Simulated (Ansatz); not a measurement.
BH2F2: several calculations on one system

**1. Relaxation**

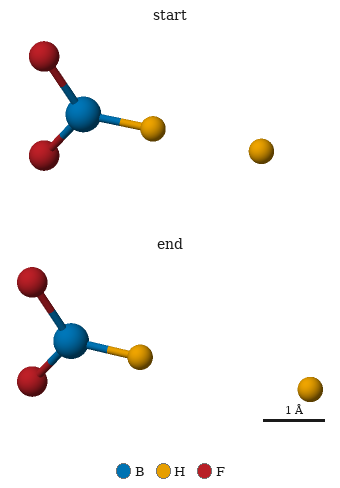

The structure of BH2F2 (multiplicity 2) before (top) and after (bottom) a relaxation, at one scale.

Style: ball-and-stick. Shown from a free direction.

The run prepares an end point of a later path (reaction) calculation, from a guessed geometry.

These are results of UKS B3LYP/def2-SVP in Ansatz, not measurements. (collinear spin; force threshold 0.03 eV/Å; at most 50 steps)

What changed between the two?

The largest move after the best rigid fit is that of an H atom, 0.83 Å. Largest moves by element: H 0.83 Å, F 0.21 Å, B 0.21 Å. After 8 accepted moves (10 points after the start) the energy has fallen by 4.31 kJ/mol. Largest force component: 0.24 eV/Å at the start, 0.014 eV/Å at the end. The line search rejected the trial steps at points 1, 7 of the run. The run took 18 s on 1 thread of Arm Neoverse V1 (shared host), peak memory 0.11 GiB.

**2. Relaxation**

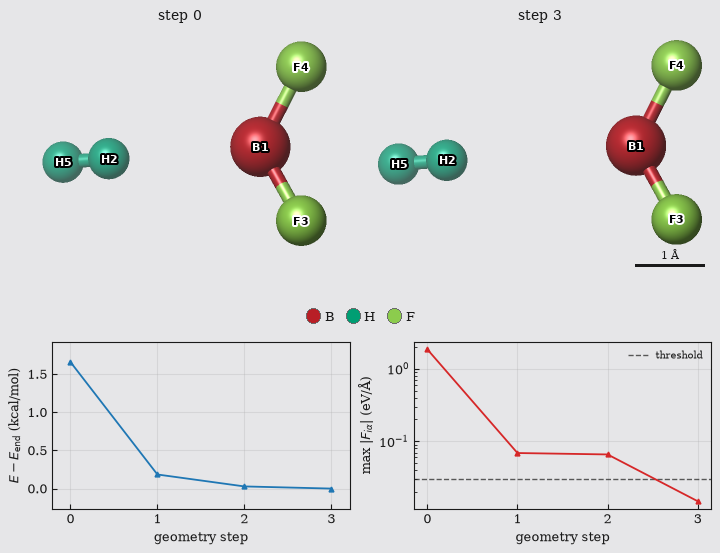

First and last geometry of a relaxation of BH2F2 (multiplicity 2), with the history of the run. A ball-and-stick model, seen at a tilt.

The run prepares an end point of a later path (reaction) calculation, from a guessed geometry.

All numbers below come from UKS B3LYP/def2-SVP (Ansatz 0.2.0). Set-up: collinear spin; force threshold 0.03 eV/Å; at most 50 steps.

> Did the run converge, and what did it change?

It converged. H5 moves most after the best rigid fit: 0.39 Å. By element the largest moves are H 0.39 Å, B 0.25 Å, F 0.24 Å. Among the contacts that change: H2–H5 0.721 → 0.762 Å. Over 3 geometry steps the energy falls by 1.66 kcal/mol. Largest force component: 1.8 eV/Å at the start, 0.015 eV/Å at the end. Cost: 7.5 s on 1 thread of Arm Neoverse V1, on a shared host, peak memory 0.11 GiB.

Limits of the set-up: the start holds two separate molecules, 2.4 Å apart at their closest, whose relative position is a soft coordinate and is computed without a dispersion correction.

**3. Path**

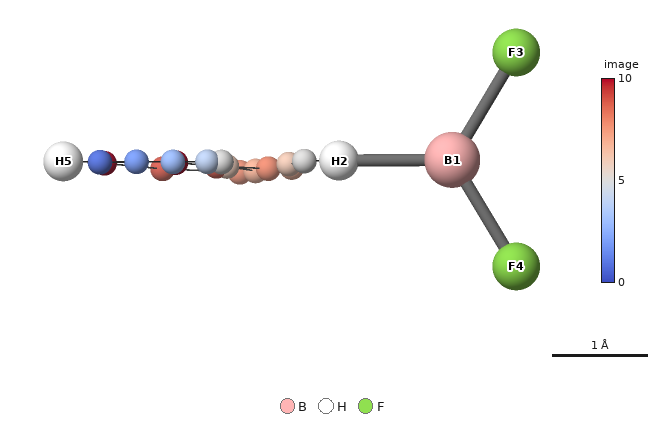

A search for the minimum-energy path of BH$_{2}$F$_{2}$ (multiplicity 2), made up at the start of BHF2 and H by the nudged elastic band. Images are numbered from 0 (start) to 10 (end). The start is drawn whole; smaller spheres mark the moving atoms (H) in the later images, joined by lines and coloured by the number of the image. The picture is a ball-and-stick view, seen face on.

Theory: UKS B3LYP/def2-SVP in Ansatz 0.2.0. Settings: 9 movable images; climbing image; force threshold 0.05 eV/Å; iteration limit 60; starting path through a guess of the saddle point.

> What moves, how far, and at what cost in energy?

A hydrogen atom shifts from one atom to another. Breaking: B1–H2 (1.20 → 1.59 at the top → 2.99 Å). Forming: H2–H5 (2.91 → 0.89 at the top → 0.76 Å). The energy climbs by 41.4 kJ/mol to image 5 and then falls by 19.7 kJ/mol, so the end point sits at +21.7 kJ/mol. The band converged in 33 iterations. The largest component of the band force went from 2.2 to 0.05 eV/Å. The climbing image converged on the top of the path. Its vibrational analysis gives one imaginary mode (816i cm⁻¹), as a transition state must have.

Limits of the set-up: the start holds two separate molecules, 2.9 Å apart at their closest, whose relative position is a soft coordinate and is computed without a dispersion correction.
